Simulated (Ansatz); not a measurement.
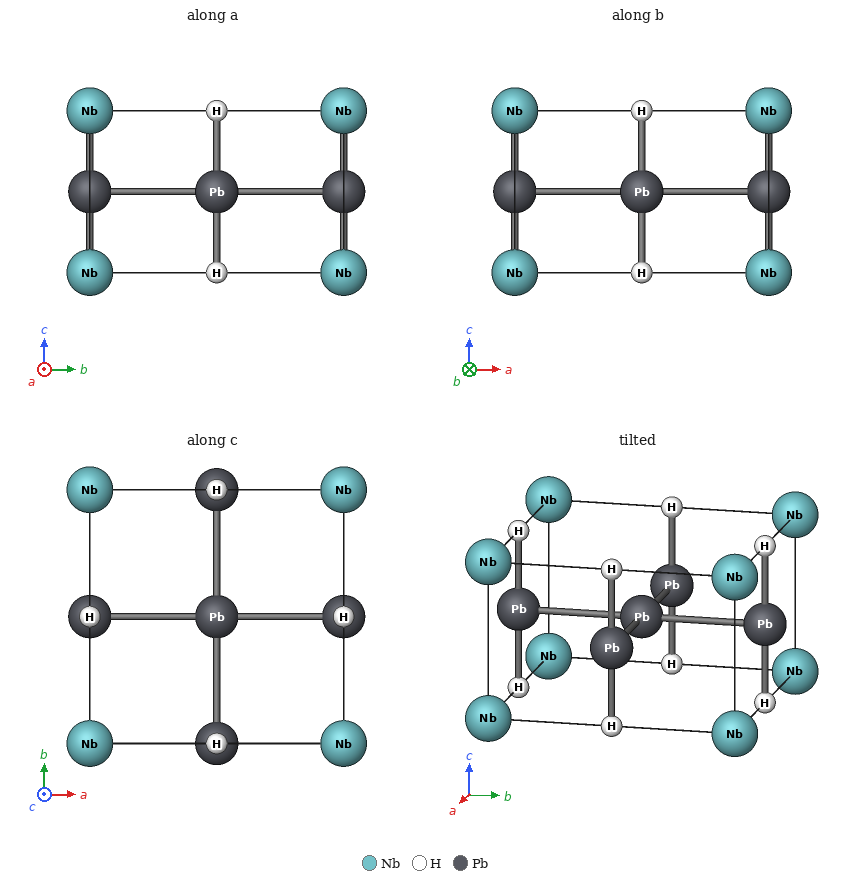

Structure drawing (ball-and-stick), viewed along the a axis, along the b axis, along the c axis and slightly off an axis. The parallelepiped is the conventional unit cell.

Lattice parameters: a = 5.969 Å, b = 5.969 Å, c = 3.807 Å, α = 90.00°, β = 90.00°, γ = 90.00°.

> Give the atomic positions as a table of Wyckoff sites.

Space group P4/mmm (No. 123).
```csv
atom,site,x,y,z
Nb,1a,0.0000,0.0000,0.0000
H,2f,0.0000,0.5000,0.0000
Pb,2e,0.0000,0.5000,0.5000
Pb,1d,0.5000,0.5000,0.5000
```

The initial geometry was a random cell made by a generator, so it need not be a real form of the compound. Earlier steps of the study, as a rule a relaxation of our own, may have changed the cell and positions, so they can lie some per cent off the listed ones. A calculation with Ansatz used it as input.
